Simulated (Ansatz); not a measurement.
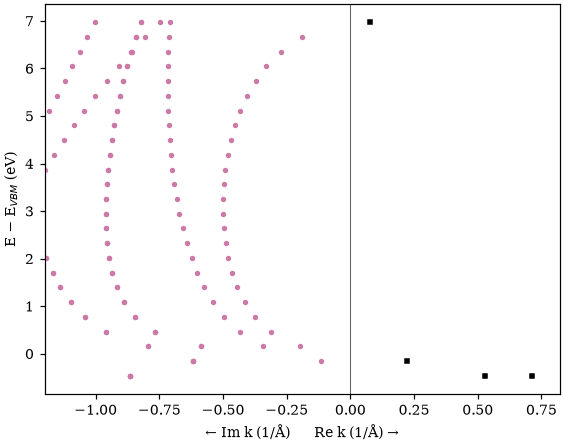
Fig. 1. Complex bands at the centre of the two-dimensional zone; Ansatz (a first-principles code) with r2SCAN

No gap correction and no spin-orbit coupling; mid-gap values are interpolated between computed energies.

Question: This is KF (Fm-3m, rock salt, 2 atoms a cell, 18.7 Å³ an atom) along the normal of (001). Read off the slowest decay at the centre of the two-dimensional zone at 3.56 eV, the computed energy nearest the middle of the gap.

Answer: κ ≈ 0.50 1/Å, a decay length 1/(2κ) of the density of 1.0 Å.
